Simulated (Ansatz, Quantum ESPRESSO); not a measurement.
# Ag(111) with three reversed steps (a thin twin lamella): ballistic transmission, part 2 of 4

Aim: the zero-bias transmission with pwcond for this junction: Ag(111) with three reversed steps (a thin twin lamella).

Quantum ESPRESSO 7.5; plane-wave DFT, LDA, GBRV ultrasoft pseudopotentials; cross-check by Ansatz 0.2.0 with PAW datasets.

So far. Step 2 (Self-consistent run): The run needed 11 iterations to bring the estimated error under 1e-07 Ry; the largest force on any atom, held or free, is 0.01 eV/Å.

**3. The open system**

Level of this step: transmission by pwcond, lead and junction from one cell; plane-wave DFT, LDA, GBRV ultrasoft pseudopotentials (Quantum ESPRESSO).

prefixt takes both regions from one run: the lead from 0 to bdl, the scattering region from bdl to bds (units of alat). ikind = 1 puts the same lead on both sides. The program's T_tot counts both spins in a run without spin; the tables below give T per spin.

cond.in

```
&inputcond
  outdir = './out'
  prefixt = 'scf'
  tran_file = 'cond.dat'
  bdl = 2.4494897423
  bds = 17.1464281995
  ikind = 1
  ewind = 4.0
  epsproj = 1e-05
  nz1 = 7
  energy0 = 0.4
  denergy = -0.4
/
14
  0.00000000 0.00000000 0.01000000
  0.00000000 0.10000000 0.06000000
  0.00000000 0.20000000 0.06000000
  0.00000000 0.30000000 0.06000000
  0.00000000 0.40000000 0.06000000
  0.00000000 0.50000000 0.03000000
  0.10000000 0.20000000 0.06000000
  0.10000000 0.30000000 0.12000000
  0.10000000 0.40000000 0.12000000
  0.10000000 0.50000000 0.12000000
  0.20000000 0.40000000 0.06000000
  0.20000000 0.50000000 0.12000000
  0.20000000 0.60000000 0.06000000
  0.30000000 0.60000000 0.06000000
3
```

The run is started by

```
$ OMP_NUM_THREADS=1 mpirun -n 8 pwcond.x -in cond.in > cond.out
```

The log of the run:

```text
[banner, memory and clock lines left out]
Program PWCOND v.7.5 starts

          URL

     ./out/scf.save/

     IMPORTANT: XC functional enforced from input :
     Exchange-correlation= PZ
                           (   1   1   0   0   0   0   0)
     Any further DFT definition will be discarded
     Please, verify this is what you really want

     Reading collected, re-writing distributed wavefunctions

===== INPUT FILE containing all the regions =====

     GEOMETRY:

     lattice parameter (alat)  =       5.5454  a.u.
     the volume                =    2532.2128 (a.u.)^3
     the cross section         =      26.6314 (a.u.)^2
     l of the unit cell        =      17.1464 (alat)
     number of atoms/cell      =           21
     number of atomic types    =            1

     crystal axes: (cart. coord. in units of alat)
               a(1) = (  1.0000  0.0000  0.0000 )
               a(2) = (  0.5000  0.8660  0.0000 )
               a(3) = (  0.0000  0.0000 17.1464 )

   Cartesian axes

     site n.     atom                  positions (alat units)
          1        Ag     tau(  1)=(  0.0000  0.0000 17.1464  )
          2        Ag     tau(  2)=(  0.5000  0.2887  0.8165  )
          3        Ag     tau(  3)=(  1.0000  0.5774  1.6330  )
          4        Ag     tau(  4)=(  0.0000  0.0000  2.4495  )
          5        Ag     tau(  5)=(  0.5000  0.2887  3.2660  )
          6        Ag     tau(  6)=(  1.0000  0.5774  4.0825  )
          7        Ag     tau(  7)=(  0.0000  0.0000  4.8990  )
          8        Ag     tau(  8)=(  0.5000  0.2887  5.7155  )
          9        Ag     tau(  9)=(  1.0000  0.5774  6.5320  )
         10        Ag     tau( 10)=(  0.5000  0.2887  7.3485  )
         11        Ag     tau( 11)=(  0.0000  0.0000  8.1650  )
         12        Ag     tau( 12)=(  1.0000  0.5774  8.9815  )
         13        Ag     tau( 13)=(  0.0000  0.0000  9.7980  )
         14        Ag     tau( 14)=(  0.5000  0.2887 10.6145  )
         15        Ag     tau( 15)=(  1.0000  0.5774 11.4310  )
         16        Ag     tau( 16)=(  0.0000  0.0000 12.2474  )
         17        Ag     tau( 17)=(  0.5000  0.2887 13.0639  )
         18        Ag     tau( 18)=(  1.0000  0.5774 13.8804  )
         19        Ag     tau( 19)=(  0.0000  0.0000 14.6969  )
         20        Ag     tau( 20)=(  0.5000  0.2887 15.5134  )
         21        Ag     tau( 21)=(  1.0000  0.5774 16.3299  )

     nr1s                      =           24
     nr2s                      =           24
     nr3s                      =          384
     nr1sx                     =           24
     nr2sx                     =           24
     nr3sx                     =          384
     nr1                       =           25
     nr2                       =           25
     nr3                       =          432
     nr1x                      =           25
     nr2x                      =           25
     nr3x                      =          432

 _______________________________
  Radii of nonlocal spheres:

     type       ibeta     ang. mom.          radius (alat units)
       Ag         1         0                    0.3125
       Ag         2         0                    0.3125
       Ag         3         1                    0.3125
       Ag         4         1                    0.3125
       Ag         5         2                    0.3125
       Ag         6         2                    0.3125
----- General information -----

--- T calc. with identical leads (ikind=1) ---

     nrx                       =           24
     nry                       =           24
     nz1                       =            7

     energy0               =         4.0E-01
     denergy               =        -4.0E-01
     nenergy               =          3
     ecut2d                =         4.0E+01
     ewind                 =         4.0E+00
     epsproj               =         1.0E-05

     number of k_|| points=   14
                       cryst. coord.
        k(    1) = (   0.0000000   0.0000000), wk =   0.0100000
        k(    2) = (   0.0000000   0.1000000), wk =   0.0600000
        k(    3) = (   0.0000000   0.2000000), wk =   0.0600000
        k(    4) = (   0.0000000   0.3000000), wk =   0.0600000
        k(    5) = (   0.0000000   0.4000000), wk =   0.0600000
        k(    6) = (   0.0000000   0.5000000), wk =   0.0300000
        k(    7) = (   0.1000000   0.2000000), wk =   0.0600000
        k(    8) = (   0.1000000   0.3000000), wk =   0.1200000
        k(    9) = (   0.1000000   0.4000000), wk =   0.1200000
        k(   10) = (   0.1000000   0.5000000), wk =   0.1200000
        k(   11) = (   0.2000000   0.4000000), wk =   0.0600000
        k(   12) = (   0.2000000   0.5000000), wk =   0.1200000
        k(   13) = (   0.2000000   0.6000000), wk =   0.0600000
        k(   14) = (   0.3000000   0.6000000), wk =   0.0600000
----- Information about left/right lead -----

     nocros                   =           18
     noins                    =           36
     norb                     =           72
     norbf                    =          342
     nrz                      =           55

      iorb      type   ibeta   ang. mom.   m       position (alat)
        1        1       1        0        1   taunew(   1)=(  0.0000  0.0000  0.0000)
        2        1       2        0        1   taunew(   2)=(  0.0000  0.0000  0.0000)
        3        1       3        1        1   taunew(   3)=(  0.0000  0.0000  0.0000)
        4        1       3        1        2   taunew(   4)=(  0.0000  0.0000  0.0000)
        5        1       3        1        3   taunew(   5)=(  0.0000  0.0000  0.0000)
        6        1       4        1        1   taunew(   6)=(  0.0000  0.0000  0.0000)
        7        1       4        1        2   taunew(   7)=(  0.0000  0.0000  0.0000)
        8        1       4        1        3   taunew(   8)=(  0.0000  0.0000  0.0000)
        9        1       5        2        1   taunew(   9)=(  0.0000  0.0000  0.0000)
       10        1       5        2        2   taunew(  10)=(  0.0000  0.0000  0.0000)
       11        1       5        2        3   taunew(  11)=(  0.0000  0.0000  0.0000)
       12        1       5        2        4   taunew(  12)=(  0.0000  0.0000  0.0000)
       13        1       5        2        5   taunew(  13)=(  0.0000  0.0000  0.0000)
       14        1       6        2        1   taunew(  14)=(  0.0000  0.0000  0.0000)
       15        1       6        2        2   taunew(  15)=(  0.0000  0.0000  0.0000)
       16        1       6        2        3   taunew(  16)=(  0.0000  0.0000  0.0000)
       17        1       6        2        4   taunew(  17)=(  0.0000  0.0000  0.0000)
[...]
285        1       6        2        2   taunew( 285)=(  0.0000  0.0000 12.2474)
      286        1       6        2        3   taunew( 286)=(  0.0000  0.0000 12.2474)
      287        1       6        2        4   taunew( 287)=(  0.0000  0.0000 12.2474)
      288        1       6        2        5   taunew( 288)=(  0.0000  0.0000 12.2474)
      289        1       1        0        1   taunew( 289)=(  0.5000  0.2887 13.0639)
      290        1       2        0        1   taunew( 290)=(  0.5000  0.2887 13.0639)
      291        1       3        1        1   taunew( 291)=(  0.5000  0.2887 13.0639)
      292        1       3        1        2   taunew( 292)=(  0.5000  0.2887 13.0639)
      293        1       3        1        3   taunew( 293)=(  0.5000  0.2887 13.0639)
      294        1       4        1        1   taunew( 294)=(  0.5000  0.2887 13.0639)
      295        1       4        1        2   taunew( 295)=(  0.5000  0.2887 13.0639)
      296        1       4        1        3   taunew( 296)=(  0.5000  0.2887 13.0639)
      297        1       5        2        1   taunew( 297)=(  0.5000  0.2887 13.0639)
      298        1       5        2        2   taunew( 298)=(  0.5000  0.2887 13.0639)
      299        1       5        2        3   taunew( 299)=(  0.5000  0.2887 13.0639)
      300        1       5        2        4   taunew( 300)=(  0.5000  0.2887 13.0639)
      301        1       5        2        5   taunew( 301)=(  0.5000  0.2887 13.0639)
      302        1       6        2        1   taunew( 302)=(  0.5000  0.2887 13.0639)
      303        1       6        2        2   taunew( 303)=(  0.5000  0.2887 13.0639)
      304        1       6        2        3   taunew( 304)=(  0.5000  0.2887 13.0639)
      305        1       6        2        4   taunew( 305)=(  0.5000  0.2887 13.0639)
      306        1       6        2        5   taunew( 306)=(  0.5000  0.2887 13.0639)
      307        1       1        0        1   taunew( 307)=(  1.0000  0.5774 13.8804)
      308        1       2        0        1   taunew( 308)=(  1.0000  0.5774 13.8804)
      309        1       3        1        1   taunew( 309)=(  1.0000  0.5774 13.8804)
      310        1       3        1        2   taunew( 310)=(  1.0000  0.5774 13.8804)
      311        1       3        1        3   taunew( 311)=(  1.0000  0.5774 13.8804)
      312        1       4        1        1   taunew( 312)=(  1.0000  0.5774 13.8804)
      313        1       4        1        2   taunew( 313)=(  1.0000  0.5774 13.8804)
      314        1       4        1        3   taunew( 314)=(  1.0000  0.5774 13.8804)
      315        1       5        2        1   taunew( 315)=(  1.0000  0.5774 13.8804)
      316        1       5        2        2   taunew( 316)=(  1.0000  0.5774 13.8804)
      317        1       5        2        3   taunew( 317)=(  1.0000  0.5774 13.8804)
      318        1       5        2        4   taunew( 318)=(  1.0000  0.5774 13.8804)
      319        1       5        2        5   taunew( 319)=(  1.0000  0.5774 13.8804)
      320        1       6        2        1   taunew( 320)=(  1.0000  0.5774 13.8804)
      321        1       6        2        2   taunew( 321)=(  1.0000  0.5774 13.8804)
      322        1       6        2        3   taunew( 322)=(  1.0000  0.5774 13.8804)
      323        1       6        2        4   taunew( 323)=(  1.0000  0.5774 13.8804)
      324        1       6        2        5   taunew( 324)=(  1.0000  0.5774 13.8804)
      325        1       1        0        1   taunew( 325)=(  0.0000  0.0000 14.6969)
      326        1       2        0        1   taunew( 326)=(  0.0000  0.0000 14.6969)
      327        1       3        1        1   taunew( 327)=(  0.0000  0.0000 14.6969)
      328        1       3        1        2   taunew( 328)=(  0.0000  0.0000 14.6969)
      329        1       3        1        3   taunew( 329)=(  0.0000  0.0000 14.6969)
      330        1       4        1        1   taunew( 330)=(  0.0000  0.0000 14.6969)
      331        1       4        1        2   taunew( 331)=(  0.0000  0.0000 14.6969)
      332        1       4        1        3   taunew( 332)=(  0.0000  0.0000 14.6969)
      333        1       5        2        1   taunew( 333)=(  0.0000  0.0000 14.6969)
      334        1       5        2        2   taunew( 334)=(  0.0000  0.0000 14.6969)
      335        1       5        2        3   taunew( 335)=(  0.0000  0.0000 14.6969)
      336        1       5        2        4   taunew( 336)=(  0.0000  0.0000 14.6969)
      337        1       5        2        5   taunew( 337)=(  0.0000  0.0000 14.6969)
      338        1       6        2        1   taunew( 338)=(  0.0000  0.0000 14.6969)
      339        1       6        2        2   taunew( 339)=(  0.0000  0.0000 14.6969)
      340        1       6        2        3   taunew( 340)=(  0.0000  0.0000 14.6969)
      341        1       6        2        4   taunew( 341)=(  0.0000  0.0000 14.6969)
      342        1       6        2        5   taunew( 342)=(  0.0000  0.0000 14.6969)
 ngper, shell number =           85          11
 ngper, n2d =           85          76
---  E-Ef =    0.4000000  k =    0.0000000   0.0000000
---  ie =          1  ik =          1
 Nchannels of the left tip =            0
 Right moving states:
   k1(2pi/a)   k2(2pi/a)   E-Ef (eV)
 Left moving states:
   k1(2pi/a)   k2(2pi/a)   E-Ef (eV)

 to transmit
          E-Ef(ev), T =    0.4000000   0.0000000
---  E-Ef =    0.0000000  k =    0.0000000   0.0000000
---  ie =          2  ik =          1
 Nchannels of the left tip =            0
 Right moving states:
   k1(2pi/a)   k2(2pi/a)   E-Ef (eV)
 Left moving states:
   k1(2pi/a)   k2(2pi/a)   E-Ef (eV)

 to transmit
          E-Ef(ev), T =    0.0000000   0.0000000
---  E-Ef =   -0.4000000  k =    0.0000000   0.0000000
---  ie =          3  ik =          1
 Nchannels of the left tip =            1
 Right moving states:
   k1(2pi/a)   k2(2pi/a)   E-Ef (eV)
   0.4457574  -0.0000021  -0.4000000
 Left moving states:
   k1(2pi/a)   k2(2pi/a)   E-Ef (eV)
  -0.4457574  -0.0000021  -0.4000000

 to transmit
 Band j to band i transmissions and reflections:
    j         i     |T_ij|^2    |R_ij|^2

    1 -->     1     0.99745     0.00255
   Total T_j, R_j =    0.99745  0.00255

E-Ef(ev), T(x2 spins) =   -0.4000000   1.9948919
 ngper, shell number =           85          47
 ngper, n2d =           85          77
[... further energies and points left out ...]
---  E-Ef =    0.4000000  k =    0.3000000   0.6000000
---  ie =          1  ik =         14
 Nchannels of the left tip =            0
 Right moving states:
   k1(2pi/a)   k2(2pi/a)   E-Ef (eV)
 Left moving states:
   k1(2pi/a)   k2(2pi/a)   E-Ef (eV)

 to transmit
          E-Ef(ev), T =    0.4000000   0.0000000
---  E-Ef =    0.0000000  k =    0.3000000   0.6000000
---  ie =          2  ik =         14
 Nchannels of the left tip =            0
 Right moving states:
   k1(2pi/a)   k2(2pi/a)   E-Ef (eV)
 Left moving states:
   k1(2pi/a)   k2(2pi/a)   E-Ef (eV)

 to transmit
          E-Ef(ev), T =    0.0000000   0.0000000
---  E-Ef =   -0.4000000  k =    0.3000000   0.6000000
---  ie =          3  ik =         14
 Nchannels of the left tip =            0
 Right moving states:
   k1(2pi/a)   k2(2pi/a)   E-Ef (eV)
 Left moving states:
   k1(2pi/a)   k2(2pi/a)   E-Ef (eV)

 to transmit
          E-Ef(ev), T =   -0.4000000   0.0000000
   T_tot     0.40000      0.17187E+01
   T_tot     0.00000      0.17307E+01
   T_tot    -0.40000      0.15780E+01

Note: The following floating-point exceptions are signalling: IEEE_UNDERFLOW_FLAG
Note: The following floating-point exceptions are signalling: IEEE_UNDERFLOW_FLAG
Note: The following floating-point exceptions are signalling: IEEE_UNDERFLOW_FLAG
Note: The following floating-point exceptions are signalling: IEEE_UNDERFLOW_FLAG
Note: The following floating-point exceptions are signalling: IEEE_UNDERFLOW_FLAG
Note: The following floating-point exceptions are signalling: IEEE_UNDERFLOW_FLAG
Note: The following floating-point exceptions are signalling: IEEE_UNDERFLOW_FLAG
Note: The following floating-point exceptions are signalling: IEEE_UNDERFLOW_FLAG
```

Run time: 1.8 min. Hardware: 8 MPI ranks of Arm Neoverse N1, shared host; peak memory 0.61 GiB; 14 min of CPU time.

Read from the output:

| Property | Result |
| --- | --- |
| lead channels at the Fermi level, one spin | 0.87 |
| transmission at the Fermi level, one spin | 0.8653 |
| conductance | 0.8653 G₀ |

Per spin; mean over the k mesh across the current. Open channels, zone mean against energy, zero at the Fermi level:

| energy (eV) | open channels, zone mean |
| --- | --- |
| -0.400 | 0.85 |
| 0.000 | 0.87 |
| 0.400 | 0.87 |

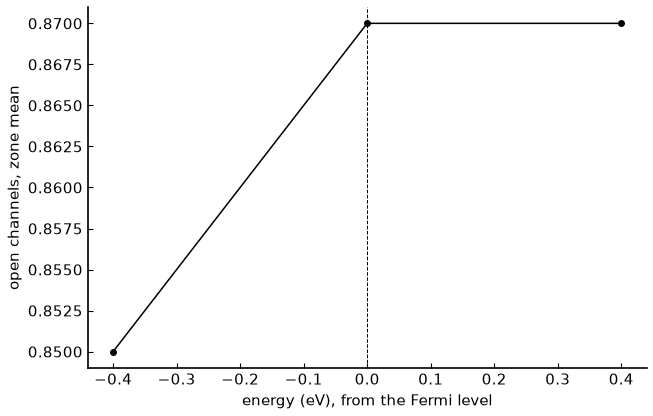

Open channels, zone mean against energy.

Per spin; mean over the k mesh across the current. Transmission, zone mean against energy, zero at the Fermi level:

```
energy (eV)  transmission, zone mean
     -0.400                    0.789
      0.000                    0.865
      0.400                    0.859
```

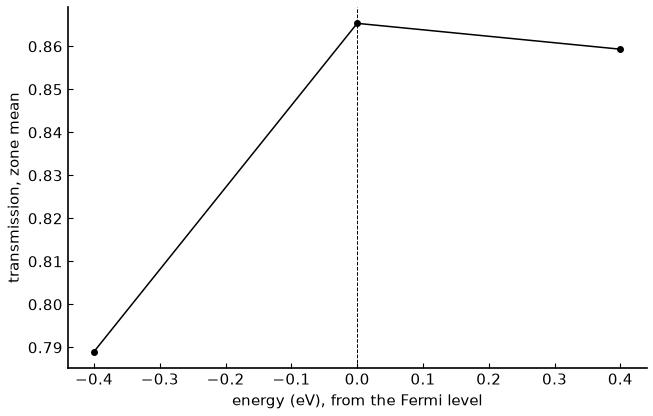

Transmission, zone mean, plotted against energy.

At 0.000 eV; k in fractions of b1, b2. Transmission by k point:

```csv
k1,k2,weight,t,channels
0,0,0.01,0,0
0,0.1,0.06,1,1
0,0.2,0.06,1,1
0,0.3,0.06,1,1
0,0.4,0.06,1,1
0,0.5,0.03,0.9694,1
0.1,0.2,0.06,1,1
0.1,0.3,0.12,0.9999,1
0.1,0.4,0.12,0.9998,1
0.1,0.5,0.12,0.972,1
0.2,0.4,0.06,0.9994,1
0.2,0.5,0.12,0.9975,1
0.2,0.6,0.06,0,0
0.3,0.6,0.06,0,0
```

The program's own clock; routines nest. Time by routine:

```
     routine  wall time (s)  calls
      PWCOND          105.5      1
scatter_forw          82.56     84
      compbs           9.77     42
    compbs_2           8.17     42
       local           5.27     14
        init           1.05      1
       poten           0.13      1
```

At no point does T exceed the number of channels.

(Part 2 of 4 ends here.)

[Logs are printed without paths, hosts, clocks, repeated set-up lines and the standing remarks that a program may print on its own settings, such as how far it seeks lower states.]

[Hosts, paths, dates, database ids (printed as entryN), source tags and the programs' standing remarks are cut or masked in the printed files.]

[Maps of the electrostatic potential energy from Ansatz leave out the sawtooth potential of an applied field or a dipole correction, so their vacuum need not be flat; planar profiles and work functions include it.]
